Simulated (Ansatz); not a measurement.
**C$_{5}$H$_{7}$AlClFO$_{2}$ (SMILES CC1=CC(C)=[O+][Al-]([F])([Cl])[O]1): density, localisation and related maps**

The calculation's input:

```
crystal:
  periodic: [false, false, false]
  atoms:
    - {symbol: C, position_ang: [1.571671, -2.084424, -0.519630]}
    - {symbol: C, position_ang: [0.901146, -0.841608, -0.050031]}
    - {symbol: C, position_ang: [-0.375940, -0.505124, -0.497107]}
    - {symbol: C, position_ang: [-1.056131, 0.637036, -0.076651]}
    - {symbol: C, position_ang: [-2.426928, 0.935401, -0.573167]}
    - {symbol: O, position_ang: [-0.572286, 1.488725, 0.743711]}
    - {symbol: Al, position_ang: [1.064893, 1.437814, 1.484570]}
    - {symbol: F, position_ang: [0.937085, 1.297830, 3.122169]}
    - {symbol: Cl, position_ang: [2.255498, 3.000781, 0.742753]}
    - {symbol: O, position_ang: [1.574002, -0.132608, 0.772780]}
    - {symbol: H, position_ang: [0.953525, -2.655380, -1.209173]}
    - {symbol: H, position_ang: [1.824802, -2.700367, 0.346806]}
    - {symbol: H, position_ang: [2.513699, -1.816079, -1.004472]}
    - {symbol: H, position_ang: [-0.866988, -1.167679, -1.194272]}
    - {symbol: H, position_ang: [-2.794224, 0.176904, -1.261169]}
    - {symbol: H, position_ang: [-2.419356, 1.909811, -1.068042]}
    - {symbol: H, position_ang: [-3.103568, 1.018368, 0.280923]}
basis:
  gaussian: {orbitals: def2-TZVPP}
hamiltonian: {xc: pbe0, dispersion: d4}
output: {orbitals: {seedname: orbitals}}
```

Command:

```sh
ansatz run in.yaml --threads 4 --pin off --events-out ev --progress --plain --max-ram 66560MiB --backend cuda --devices 0, --max-vram 37GiB
```

Geometry: PBE0-D4/def2-TZVP.

These are results of RKS PBE0-D4/def2-TZVPP in Ansatz 0.2.0, not measurements.

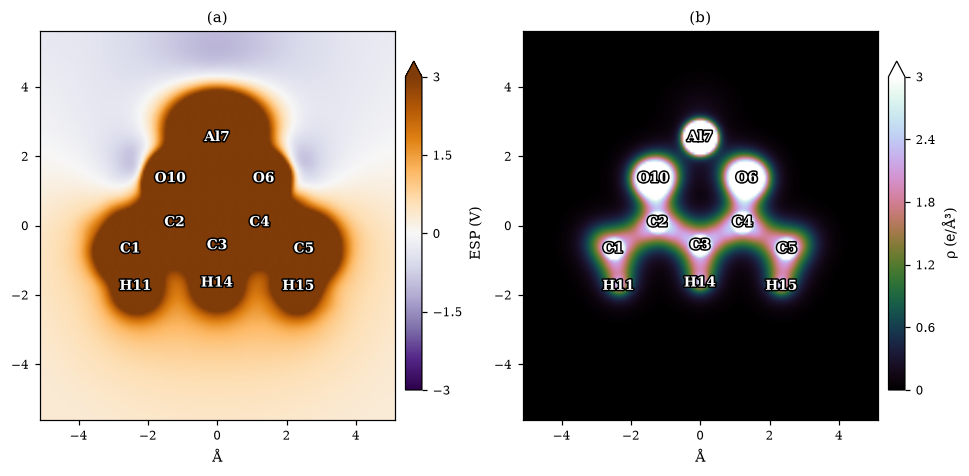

Figure 1. (a) molecular electrostatic potential; (b) total electron density on the plane of atoms C3, C4 and C5.

> Read the bonding off the picture.

- The plane passes through C, O, Al and H nuclei.
- C–O (1.28 Å): ρ is about 2.8 e/Å³ halfway.
- C–C (1.39 Å): the density is about 2.2 e/Å³ at the midpoint.
- Al–O (1.80 Å): ρ is about 0.72 e/Å³ halfway.
- C–H (1.08 Å): the density is about 2 e/Å³ at the midpoint.
- C–C (1.49 Å): ρ is about 1.8 e/Å³ halfway.
- Outside the dense part of the molecule the potential is most negative (−1.0 V) near F8, which lies off the plane.

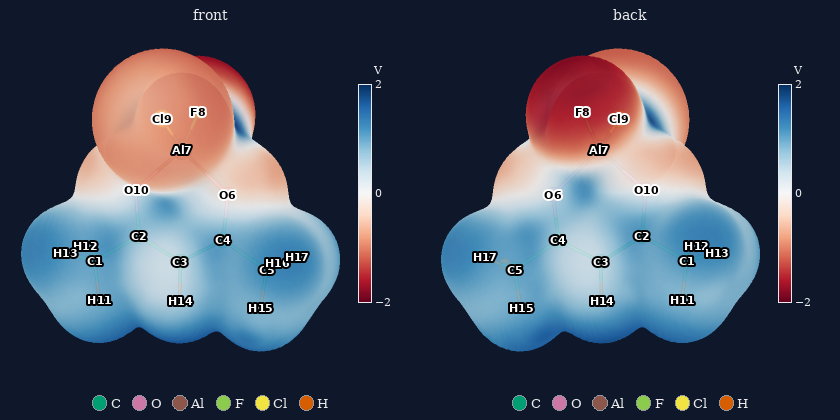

Figure 2. The electrostatic potential painted on the density surface at 0.002 e/bohr³, seen from the front and from behind; the colour scale runs from red (negative) to blue (positive).

> Where is the surface potential most negative and most positive?

The most negative region (about −1.8 V) lies over F8, the most positive (about +1.7 V) over Al7 and H14.

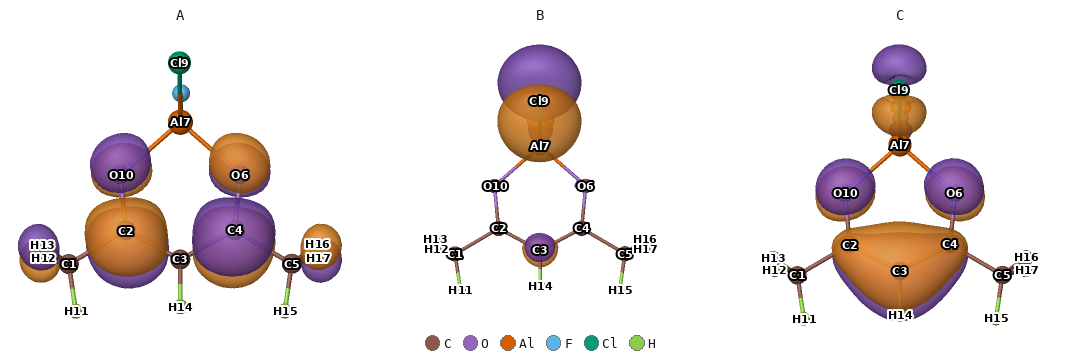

Figure 3. Three frontier orbitals at ±0.1 Å⁻³ᐟ² (orange and purple are the two phases), in no order.

> Which picture is the HOMO−1, the HOMO and the LUMO?

B is the HOMO−1 (−8.61 eV). By Hirshfeld shares it lies mainly on Cl9 (about 85 %); largely a lone pair of Cl9. C is the HOMO (−7.91 eV). Its weight (Hirshfeld) is mainly on C3 (about 35 %), O6 (about 15 %), O10 (about 15 %), C4 (about 10 %), C2 (about 10 %) and Cl9 (about 5 %). A is the LUMO (−2.43 eV). Its weight (Hirshfeld) is mainly on C2 (about 25 %), C4 (about 25 %), O6 (about 10 %), O10 (about 10 %) and C3 (about 10 %).

> What is the HOMO–LUMO gap?

5.48 eV between the orbital energies.
